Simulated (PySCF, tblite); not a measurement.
# B20N20H20: electronic excitations, NMR shifts

What do calculations give for the electronic excitations, NMR shifts of B20N20H20?

Programs: tblite 0.8.0 and PySCF 2.14.0, with routines of our own; each step states its level. All values are computed. Atoms count from 0.

## 1. The starting structure

60 atoms, charge 0, multiplicity 1; geometry from: force field, distance geometry or constructed start.

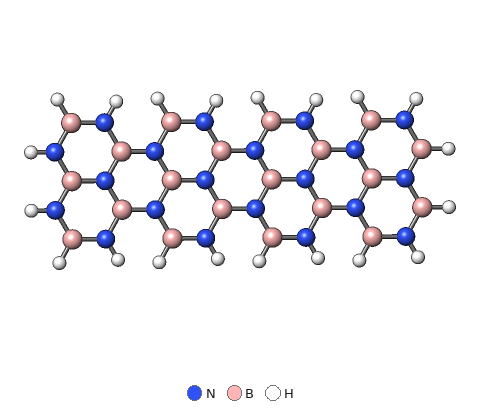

The starting geometry (nitrogen blue, boron pink, hydrogen white).

## 2. Optimising the geometry with GFN2-xTB

What the job is given:

```
{"job": {"kind": "relax", "xc": "GFN2-xTB", "basis": "xTB"}, "charge": 0, "multiplicity": 1}
N      1.260600    -3.622500    -0.001600
B     -0.003200    -2.893100    -0.006900
N     -1.250500    -3.623000     0.001000
B     -1.256400    -5.066300    -0.006200
N     -0.001000    -5.796900     0.003400
B      1.252400    -5.071200    -0.002600
N      2.511600     7.256000    -0.003300
B      1.259100     7.982000     0.001500
N      0.002700     7.252200    -0.000400
B     -0.002800     5.803500     0.001600
N      1.253600     5.078100    -0.002100
B      2.509000     5.802300    -0.000000
N     -0.003400     2.905000     0.005000
B     -1.253500     3.628700    -0.002700
N     -2.513700     2.909400     0.000200
B     -2.513400     1.454900     0.006300
N     -1.255300     0.731200     0.000900
B     -0.001100     1.450900    -0.001000
N     -2.512100    -5.793900     0.002500
B     -2.508700    -7.244800     0.002700
N     -1.258000    -7.966900     0.001500
B     -0.000900    -7.244200    -0.000200
N      2.514900     2.908900     0.006600
B      1.251500     3.625000    -0.001500
N      1.256200     0.731900     0.000900
B      2.505400     1.453400     0.002500
N      2.512200    -1.443400    -0.000700
B      1.255100    -0.720100     0.001200
N      0.000600    -1.445300    -0.002000
B      2.512600    -2.895300     0.003400
B     -1.252100    -0.720100    -0.001100
B     -1.257600     7.980600     0.000200
N     -2.512500     7.254400    -0.001900
B     -2.509400     5.803000     0.003700
N     -1.254500     5.081100    -0.003300
N      2.512000    -5.793500    -0.002900
N      1.254900    -7.970600    -0.004100
B      2.512400    -7.243200    -0.002600
N     -2.510400    -1.449600    -0.000100
B     -2.516300    -2.892300     0.001200
H      3.412000     7.772000     0.003800
H      1.261600     9.143700     0.003700
H      3.529600     5.220300    -0.003600
H     -3.409500     3.423800    -0.001800
H     -3.528400     0.871000     0.002400
H     -3.414000    -5.274100    -0.003400
H     -3.522300    -7.830600    -0.000600
H     -1.256000    -9.008100     0.002300
H      3.413700     3.424700     0.000200
H      3.526600     0.870000     0.002000
H      3.411200    -0.933000     0.003100
H      3.531300    -3.479400    -0.000300
H     -1.256100     9.148900     0.000100
H     -3.415500     7.772700    -0.003000
H     -3.524000     5.218400     0.001500
H      3.411600    -5.272700     0.000600
H      1.262300    -9.016400    -0.001900
H      3.527400    -7.823100    -0.000700
H     -3.412000    -0.926400     0.004000
H     -3.525600    -3.478700    -0.001000
```

Started as:

```bash
$ OMP_NUM_THREADS=4 python large_run.py task.json out
```

One launch serves the whole session: the jobs run in the order shown.

What it wrote:

```text
step      E/eV     max force
  0   -2584.62451    1.531
  1   -2585.09413    1.108
  2   -2585.40694    0.646
  3   -2585.56552    0.666
  4   -2585.71179    0.433
  5   -2585.74802    0.234
  6   -2585.76398    0.174
  7   -2585.77165    0.136
  8   -2585.77837    0.106
  9   -2585.78232    0.076
 10   -2585.78416    0.049
 11   -2585.78500    0.045
 12   -2585.78572    0.052
 13   -2585.78638    0.052
 14   -2585.78693    0.039
 15   -2585.78736    0.026
 16   -2585.78769    0.027
 17   -2585.78791    0.023
 18   -2585.78807    0.022
 19   -2585.78823    0.020
```

Run time: 0.75 s. Hardware: 4 threads of Arm Neoverse V2, shared host; peak memory 0.17 GiB.

Relaxation path:

```tsv
step	energy from step 0 (eV)	largest force (eV/Å)
0	0.0000	1.5316
1	-0.4696	1.1083
2	-0.7824	0.6464
3	-0.9410	0.6663
4	-1.0873	0.4330
5	-1.1235	0.2344
6	-1.1395	0.1748
7	-1.1471	0.1360
8	-1.1539	0.1061
9	-1.1578	0.0768
10	-1.1597	0.0489
11	-1.1605	0.0452
12	-1.1612	0.0520
13	-1.1619	0.0530
14	-1.1624	0.0394
15	-1.1628	0.0257
16	-1.1632	0.0264
17	-1.1634	0.0228
18	-1.1636	0.0219
19	-1.1637	0.0198
```

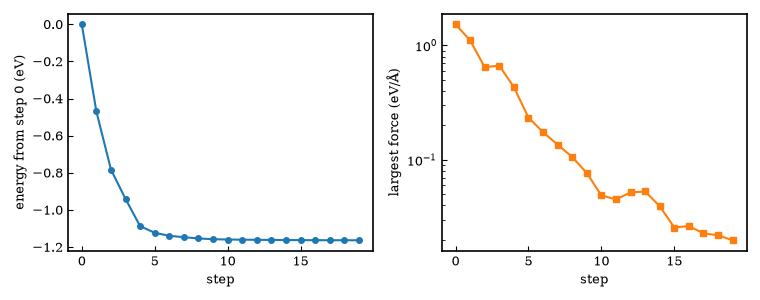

Energy and largest force along the relaxation.

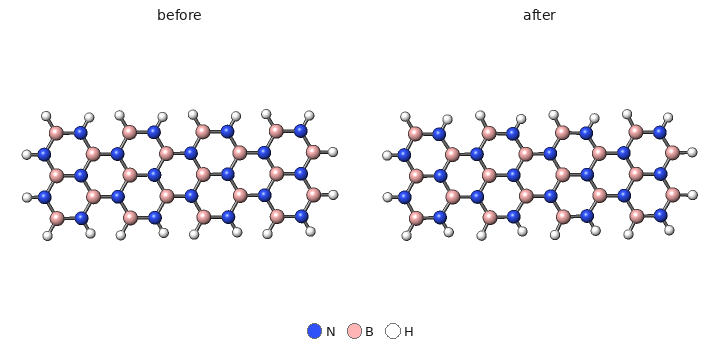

Before and after, at one scale.

Distances of close pairs at the start and the end, largest changes first:

```tsv
bond	before (Å)	after (Å)	change (Å)
N22–B25	1.456	1.407	-0.049
N14–B15	1.455	1.407	-0.048
N26–B29	1.452	1.406	-0.046
N36–B37	1.453	1.413	-0.040
B31–N32	1.450	1.411	-0.039
N18–B19	1.451	1.412	-0.039
N6–B11	1.454	1.415	-0.039
N35–B37	1.450	1.412	-0.038
```

The next job starts from the end point, and lists it.

## 3. Electronic excitations: TDA PBE0/6-31G*

What the job is given:

```
{"job": {"kind": "uv", "basis": "6-31G*", "grid": 1, "kgrid": 0, "vcut": 1.5, "nstates": 6, "ntriplets": 2, "tda": true, "delta": ["ip_vertical"], "pop": true, "xc": "PBE0"}, "charge": 0, "multiplicity": 1}
N      1.255597    -3.624611    -0.001290
B     -0.000058    -2.905190    -0.001395
N     -1.255537    -3.624891    -0.001323
B     -1.245186    -5.077326    -0.001594
N      0.000338    -5.790641    -0.001143
B      1.245679    -5.077024    -0.001460
N      2.438799     7.235266     0.000521
B      1.236791     7.973618     0.001537
N      0.000329     7.255968     0.000034
B      0.000179     5.805861    -0.000089
N      1.254678     5.086236    -0.000392
B      2.477976     5.820911    -0.001115
N     -0.000011     2.905019     0.000587
B     -1.235959     3.632244     0.000053
N     -2.435687     2.870324     0.000201
B     -2.474273     1.464273     0.001492
N     -1.249659     0.729402     0.001199
B     -0.000070     1.454330     0.000773
N     -2.444762    -5.848849    -0.001054
B     -2.485244    -7.260014     0.000241
N     -1.243092    -7.932672     0.000752
B      0.000609    -7.229509    -0.000711
N      2.435743     2.870208     0.001910
B      1.236022     3.632103     0.000412
N      1.249515     0.729437     0.001069
B      2.474228     1.464183     0.001861
N      2.435566    -1.480818     0.000800
B      1.232780    -0.722945     0.000425
N     -0.000158    -1.454851    -0.000561
B      2.477676    -2.885819    -0.000039
B     -1.233084    -0.722976     0.000586
B     -1.235944     7.973894    -0.000429
N     -2.437975     7.235721    -0.001039
B     -2.477551     5.821401     0.000031
N     -1.254429     5.086418    -0.000166
N      2.445690    -5.847955    -0.001276
N      1.244614    -7.932184    -0.001402
B      2.486620    -7.259109    -0.001571
N     -2.435689    -1.481135     0.000881
B     -2.477682    -2.886149    -0.000424
H      3.313458     7.736996     0.000899
H      1.258236     9.146440     0.003169
H      3.535279     5.307592    -0.003166
H     -3.308520     3.370523    -0.000257
H     -3.532245     0.952084     0.002960
H     -3.314936    -5.344325    -0.001454
H     -3.503667    -7.846452     0.001081
H     -1.224411    -8.940985     0.002026
H      3.308627     3.370319     0.002496
H      3.532264     0.952020     0.002662
H      3.305552    -0.976284     0.002138
H      3.535840    -3.398855     0.000713
H     -1.257274     9.146639    -0.000439
H     -3.312420     7.737731    -0.001327
H     -3.535058     5.308437     0.001199
H      3.315733    -5.343078    -0.001259
H      1.226454    -8.940529    -0.001950
H      3.505184    -7.845459    -0.001930
H     -3.305768    -0.976771     0.002090
H     -3.535802    -3.399294    -0.000064
```

Level: TDA PBE0/6-31G*, vertical, gas phase, core orbitals frozen in the response, virtual orbitals cut by energy.

What it wrote:

```text
start: PBE on a coarse grid of 51831 points
cycle   1  E = -1603.7498152569  dE =  6.870e+00  |g| = 1.626e+00  |ddm| = 8.954e+00
cycle   2  E = -1602.7429551973  dE =  1.007e+00  |g| = 2.648e+00  |ddm| = 3.712e+00
cycle   3  E = -1604.3492102038  dE = -1.606e+00  |g| = 2.422e-01  |ddm| = 2.432e+00
cycle   4  E = -1604.3635690899  dE = -1.436e-02  |g| = 9.224e-02  |ddm| = 2.920e-01
cycle   5  E = -1604.3654736730  dE = -1.905e-03  |g| = 3.469e-02  |ddm| = 9.862e-02
cycle   6  E = -1604.3657396473  dE = -2.660e-04  |g| = 1.184e-02  |ddm| = 3.824e-02
cycle   7  E = -1604.3657655267  dE = -2.588e-05  |g| = 3.346e-03  |ddm| = 9.856e-03
final grid: 228718 points
cycle   8  E = -1604.2280034621  dE = -2.533e-02  |g| = 4.002e-02  |ddm| = 7.137e-01
cycle   9  E = -1604.2283648707  dE = -3.614e-04  |g| = 2.252e-02  |ddm| = 7.508e-02
cycle  10  E = -1604.2284880460  dE = -1.232e-04  |g| = 9.735e-03  |ddm| = 2.633e-02
cycle  11  E = -1604.2285039288  dE = -1.588e-05  |g| = 2.485e-03  |ddm| = 7.719e-03
cycle  12  E = -1604.2285063011  dE = -2.372e-06  |g| = 8.231e-04  |ddm| = 2.753e-03
cycle  13  E = -1604.2285097185  dE = -3.417e-06  |g| = 3.188e-04  |ddm| = 8.843e-04
cycle  14  E = -1604.2285076524  dE =  2.066e-06  |g| = 3.930e-05  |ddm| = 3.078e-04
converged SCF energy = -1604.2285076524
Vertical ionisation energy (delta-SCF) = 7.6988 eV   <S^2> = 0.760

Static polarisability (au): isotropic 341.618, principal 145.578 364.006 515.269

Singlet excitations
state   eV       nm        f      main configurations
  1   5.7746    214.7   0.43033   H->L 0.70, H-1->L 0.15, H->L+2 0.11
  2   6.1114    202.9   0.36383   H->L+2 0.73, H->L 0.14, H->L+5 0.08
  3   6.1309    202.2   0.23023   H-1->L 0.70, H->L 0.15, H-4->L 0.10
  4   6.1864    200.4   0.00041   H->L+4 0.34, H->L+1 0.29, H->L+3 0.14
  5   6.2158    199.5   0.00157   H->L+3 0.38, H->L+1 0.14, H-1->L+3 0.14
  6   6.3768    194.4   0.00017   H->L+6 0.23, H-1->L+3 0.21, H->L+4 0.16

Triplet excitations (Tamm-Dancoff, eV): 5.5937 5.7608
```

Run time: 2.9 min. Hardware: 4 threads of Arm Neoverse V2, shared host; peak memory 3.1 GiB.

The orbitals next to the gap, with their largest atomic shares:

```tsv
orbital	eV	atoms
HOMO−4	-7.65	N10 11 %, N34 11 %, N0 8 %
HOMO−3	-7.46	N18 28 %, N35 28 %, N4 16 %
HOMO−2	-7.33	N4 24 %, N2 10 %, N0 9 %
HOMO−1	-7.08	N24 12 %, N16 12 %, N22 9 %
HOMO	-6.51	N36 16 %, N20 16 %, N35 14 %
LUMO	-0.27	B31 19 %, B7 19 %, B33 17 %
LUMO+1	0.32	B11 22 %, B33 21 %, B17 10 %
LUMO+2	0.32	B27 12 %, B30 11 %, B29 10 %
LUMO+3	0.40	B9 22 %, B25 15 %, B15 15 %
```

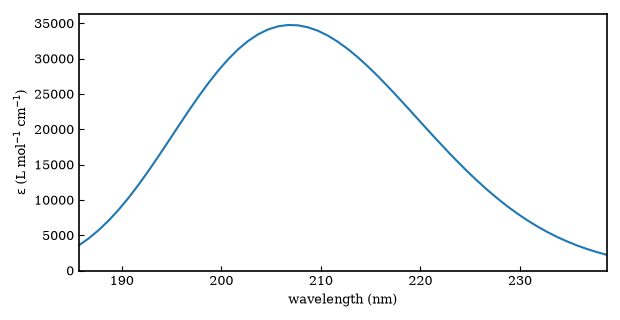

Absorption spectrum: each of the 6 states is a Gaussian band of 0.4 eV half-width at 1/e. Beyond the last state computed it falls off for lack of states.

Ground-state properties from the same run:

```tsv
property	computed
dipole moment (D)	3.31
polarisability (Å³)	50.62
HOMO–LUMO gap (eV)	6.24
−ε(HOMO) (eV)	6.52
```

## 4. NMR shifts: GIAO KT3/pcSseg-1

Settings changed since step 3:

```diff
@@ -1,2 +1,2 @@
-{"job": {"kind": "uv", "basis": "6-31G*", "grid": 1, "kgrid": 0, "vcut": 1.5, "nstates": 6, "ntriplets": 2, "tda": true, "delta": ["ip_vertical"], "pop": true, "xc": "PBE0"}, "charge": 0, "multiplicity": 1}
+{"job": {"kind": "nmr", "xc": "KT3", "basis": "pcSseg-1", "pop": false}, "charge": 0, "multiplicity": 1}
 N      1.255597    -3.624611    -0.001290
```

Level: GIAO KT3/pcSseg-1 NMR shielding, non-relativistic, gas phase.

What it wrote:

```text
start: PBE on a coarse grid of 51831 points
cycle   1  E = -1603.1181503318  dE =  6.709e+00  |g| = 1.627e+00  |ddm| = 8.005e+00
cycle   2  E = -1602.0754703964  dE =  1.043e+00  |g| = 2.709e+00  |ddm| = 3.493e+00
cycle   3  E = -1603.6974029926  dE = -1.622e+00  |g| = 2.409e-01  |ddm| = 2.328e+00
cycle   4  E = -1603.7112277307  dE = -1.382e-02  |g| = 9.243e-02  |ddm| = 2.712e-01
cycle   5  E = -1603.7130956619  dE = -1.868e-03  |g| = 3.310e-02  |ddm| = 9.273e-02
cycle   6  E = -1603.7133159072  dE = -2.202e-04  |g| = 1.266e-02  |ddm| = 3.352e-02
cycle   7  E = -1603.7133497633  dE = -3.386e-05  |g| = 3.153e-03  |ddm| = 9.360e-03
final grid: 483902 points
cycle   8  E = -1631.6277540530  dE = -8.072e-02  |g| = 1.874e-01  |ddm| = 7.268e-01
cycle   9  E = -1631.6152395833  dE =  1.251e-02  |g| = 3.056e-01  |ddm| = 3.270e-01
cycle  10  E = -1631.6353068885  dE = -2.007e-02  |g| = 1.568e-02  |ddm| = 2.007e-01
cycle  11  E = -1631.6353669256  dE = -6.004e-05  |g| = 6.499e-03  |ddm| = 2.128e-02
cycle  12  E = -1631.6353719211  dE = -4.995e-06  |g| = 2.271e-03  |ddm| = 6.008e-03
cycle  13  E = -1631.6353749970  dE = -3.076e-06  |g| = 6.391e-04  |ddm| = 2.581e-03
cycle  14  E = -1631.6353752196  dE = -2.225e-07  |g| = 1.973e-04  |ddm| = 6.403e-04
cycle  15  E = -1631.6353758264  dE = -6.068e-07  |g| = 6.285e-05  |ddm| = 2.073e-04
converged SCF energy = -1631.6353758264

GIAO shielding tensors (ppm)
atom      isotropic    diamagn.    paramagn.     s11        s22        s33       span
  0 N      129.186     351.682    -222.496     43.435     81.767    262.355    218.920
  1 B       78.368     204.008    -125.640     67.964     69.062     98.078     30.114
  2 N      129.190     351.691    -222.500     43.423     81.783    262.366    218.943
  3 B       78.529     196.145    -117.615     64.843     71.874     98.870     34.027
  4 N      136.785     341.216    -204.431     70.959     75.193    264.203    193.244
  5 B       78.528     196.160    -117.632     64.850     71.865     98.869     34.020
  6 N      119.324     317.930    -198.606    -20.110    155.388    222.693    242.802
  7 B       71.970     190.180    -118.210     51.169     60.222    104.519     53.350
  8 N      104.239     328.287    -224.048     12.803     34.288    265.626    252.824
  9 B       79.540     197.827    -118.287     67.855     68.365    102.398     34.543
 10 N      126.417     342.946    -216.529     37.501     79.959    261.790    224.289
 11 B       75.918     199.882    -123.964     50.281     67.355    110.117     59.835
 12 N      134.649     356.647    -221.998     70.465     71.171    262.312    191.847
 13 B       78.165     208.842    -130.677     64.966     71.296     98.232     33.266
 14 N      139.416     333.627    -194.211     29.892    159.886    228.471    198.579
 15 B       75.653     206.445    -130.793     49.574     69.193    108.192     58.618
 16 N      128.992     355.293    -226.301     43.622     81.675    261.679    218.058
 17 B       78.389     204.990    -126.601     67.956     69.205     98.005     30.049
 18 N      146.230     335.104    -188.874     44.890    165.090    228.710    183.820
 19 B       77.070     194.639    -117.568     52.632     67.751    110.828     58.196
 20 N      145.382     311.538    -166.156     50.583    176.248    209.316    158.733
 21 B       80.809     193.362    -112.553     66.945     71.042    104.440     37.495
 22 N      139.402     333.635    -194.232     29.866    159.876    228.466    198.600
 23 B       78.165     208.839    -130.674     64.969     71.294     98.233     33.264
 24 N      128.985     355.302    -226.316     43.636     81.652    261.668    218.032
 25 B       75.653     206.441    -130.788     49.571     69.200    108.189     58.619
 26 N      139.753     342.165    -202.412     30.504    160.470    228.284    197.781
 27 B       78.278     207.151    -128.872     65.612     71.138     98.085     32.473
 28 N      134.717     363.913    -229.195     70.579     70.856    262.717    192.138
 29 B       75.751     205.026    -129.275     49.540     69.482    108.232     58.691
 30 B       78.281     207.155    -128.875     65.616     71.139     98.086     32.470
 31 B       71.974     190.192    -118.218     51.170     60.229    104.525     53.355
 32 N      119.331     317.917    -198.586    -20.106    155.397    222.702    242.808
 33 B       75.920     199.873    -123.953     50.287     67.354    110.119     59.833
 34 N      126.420     342.937    -216.517     37.503     79.965    261.792    224.288
 35 N      146.212     335.094    -188.882     44.878    165.073    228.685    183.807
 36 N      145.373     311.534    -166.161     50.572    176.256    209.290    158.718
 37 B       77.067     194.634    -117.567     52.626     67.752    110.822     58.196
 38 N      139.770     342.154    -202.384     30.541    160.478    228.292    197.751
 39 B       75.750     205.022    -129.272     49.543     69.475    108.232     58.689
 40 H       25.536      19.828       5.708     20.995     25.706     29.908      8.913
 41 H       26.824      19.152       7.671     23.248     28.083     29.140      5.892
 42 H       26.635      33.793      -7.157     21.453     27.516     30.937      9.484
 43 H       25.303      36.445     -11.142     17.101     27.487     31.321     14.220
 44 H       26.622      39.370     -12.748     21.046     27.550     31.272     10.226
 45 H       25.813      37.167     -11.354     17.984     28.018     31.437     13.453
 46 H       27.204      22.723       4.481     23.806     27.704     30.102      6.296
 47 H       27.213      14.903      12.310     21.933     27.482     32.223     10.291
 48 H       25.301      36.450     -11.149     17.098     27.485     31.321     14.223
 49 H       26.622      39.372     -12.750     21.044     27.547     31.273     10.229
 50 H       25.361      40.323     -14.962     17.066     27.784     31.232     14.166
 51 H       26.671      38.443     -11.772     21.274     27.574     31.165      9.891
 52 H       26.825      19.156       7.668     23.249     28.085     29.140      5.891
 53 H       25.538      19.825       5.712     20.996     25.708     29.910      8.914
 54 H       26.635      33.788      -7.153     21.454     27.517     30.935      9.481
 55 H       25.809      37.169     -11.360     17.978     28.014     31.436     13.457
 56 H       27.212      14.901      12.311     21.932     27.482     32.223     10.291
 57 H       27.203      22.722       4.481     23.805     27.703     30.101      6.296
 58 H       25.363      40.318     -14.955     17.070     27.787     31.232     14.162
 59 H       26.671      38.435     -11.763     21.276     27.576     31.161      9.885
```

Wall time 38 s (4 threads of Arm Neoverse V2, shared host); peak memory 2.5 GiB.

Shifts follow as δ = σ(reference) − σ, with reference shieldings (ppm) from runs at the same level and on the same kind of geometry: 1H TMS 31.76, 15N NH3 264.4, 11B BF3·OEt2 100.0. The references are single molecules in the gas phase, so shifts against H2O, NH3, PH3, H3PO4 or CFCl3 are not on the usual liquid scales and can be off by tens of ppm. Atoms listed in one row are averaged.

```tsv
atoms	environment	σ (ppm)	δ (ppm)
H43, H48	hydrogen on a nitrogen bonded to 2 B	25.30	6.46
H50, H58	hydrogen on a nitrogen bonded to 2 B	25.36	6.40
H40, H53	hydrogen on a nitrogen bonded to 2 B	25.54	6.22
H45, H55	hydrogen on a nitrogen bonded to 2 B	25.81	5.95
H44, H49	hydrogen on a boron bonded to 2 N	26.62	5.14
H42, H54	hydrogen on a boron bonded to 2 N	26.64	5.12
H51, H59	hydrogen on a boron bonded to 2 N	26.67	5.09
H41, H52	hydrogen on a boron bonded to 2 N	26.82	4.94
H46, H57	hydrogen on a boron bonded to 2 N	27.20	4.56
H47, H56	hydrogen on a nitrogen bonded to 2 B	27.21	4.55
N8	nitrogen bonded to 3 B	104.2	160.2
N6, N32	nitrogen bonded to 2 B, H	119.3	145.1
N10, N34	nitrogen bonded to 3 B	126.4	138.0
N16, N24	nitrogen bonded to 3 B	129.0	135.4
N0, N2	nitrogen bonded to 3 B	129.2	135.2
N12	nitrogen bonded to 3 B	134.6	129.7
N28	nitrogen bonded to 3 B	134.7	129.7
N4	nitrogen bonded to 3 B	136.8	127.6
N14, N22	nitrogen bonded to 2 B, H	139.4	125.0
N26, N38	nitrogen bonded to 2 B, H	139.8	124.6
N20, N36	nitrogen bonded to 2 B, H	145.4	119.0
N18, N35	nitrogen bonded to 2 B, H	146.2	118.2
B7, B31	boron bonded to 2 N, H	72.0	28.0
B15, B25	boron bonded to 2 N, H	75.7	24.3
B29, B39	boron bonded to 2 N, H	75.8	24.2
B11, B33	boron bonded to 2 N, H	75.9	24.1
B19, B37	boron bonded to 2 N, H	77.1	22.9
B13, B23	boron bonded to 3 N	78.2	21.8
B27, B30	boron bonded to 3 N	78.3	21.7
B1	boron bonded to 3 N	78.4	21.6
B17	boron bonded to 3 N	78.4	21.6
B3, B5	boron bonded to 3 N	78.5	21.4
B9	boron bonded to 3 N	79.5	20.4
B21	boron bonded to 3 N	80.8	19.2
```

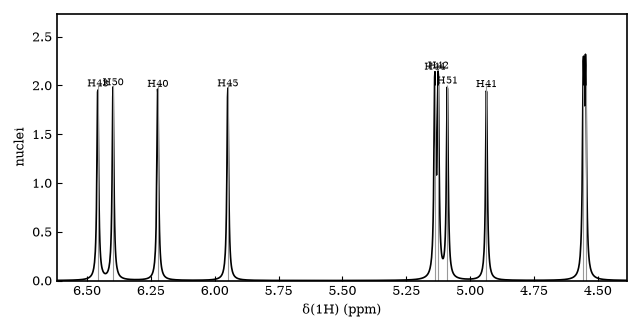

1H lines at the computed shifts, without couplings. Lines are broadened to a width of 0.01 ppm (Lorentzian).

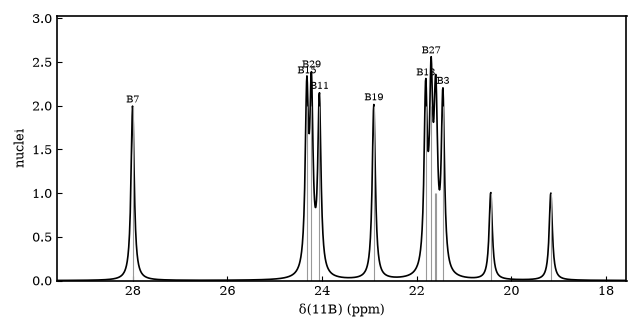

11B lines at the computed shifts, without couplings. Lines are broadened to a width of 0.08 ppm (Lorentzian).

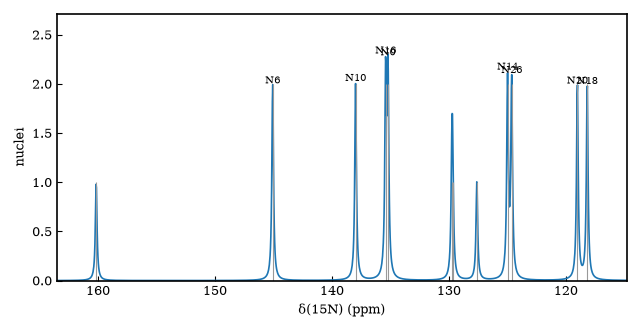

15N lines at the computed shifts, without couplings. Lines are broadened to a width of 0.17 ppm (Lorentzian).

Ring of atoms N0, B1, N2, B3, N4, B5: NICS(0) -0.4, NICS(1) -1.1, NICS(1)zz 4.0 ppm (means of both faces).

Ring of atoms N0, B1, N26, B27, N28, B29: NICS(0) -1.3, NICS(1) -1.8, NICS(1)zz 1.5 ppm (means of both faces).

Ring of atoms B3, N4, N18, B19, N20, B21: NICS(0) -1.9, NICS(1) -1.9, NICS(1)zz 0.0 ppm (means of both faces).

## 5. Summary of results

```
                                                                   quantity                                                                                   value
                                               lowest singlet (PBE0/6-31G*)                                                             5.77 eV (215 nm), f = 0.430
                                                             lowest triplet                                                                                 5.59 eV
                                          vertical ionisation energy (ΔSCF)                                                                                 7.70 eV
      1H shifts against TMS (KT3/pcSseg-1, means over atoms taken as alike)                          6.46, 6.40, 6.22, 5.95, 5.14, 5.12, 5.09, 4.94, 4.56, 4.55 ppm
     15N shifts against NH3 (KT3/pcSseg-1, means over atoms taken as alike)  160.2, 145.1, 138.0, 135.4, 135.2, 129.7, 129.7, 127.6, 125.0, 124.6, 119.0, 118.2 ppm
11B shifts against BF3·OEt2 (KT3/pcSseg-1, means over atoms taken as alike)              28.0, 24.3, 24.2, 24.1, 22.9, 21.8, 21.7, 21.6, 21.6, 21.4, 20.4, 19.2 ppm
```

What this shows: The first singlet state (HOMO→LUMO 0.70, HOMO−1→LUMO 0.15) lies at 5.77 eV and is bright; of the 6 states computed, the strongest absorption comes from states 2 to 3 together at 6.11 eV. The lowest triplet lies 0.18 eV below the lowest singlet. ΔSCF puts the ionisation energy at 7.70 eV, 1.18 eV above −ε(HOMO).
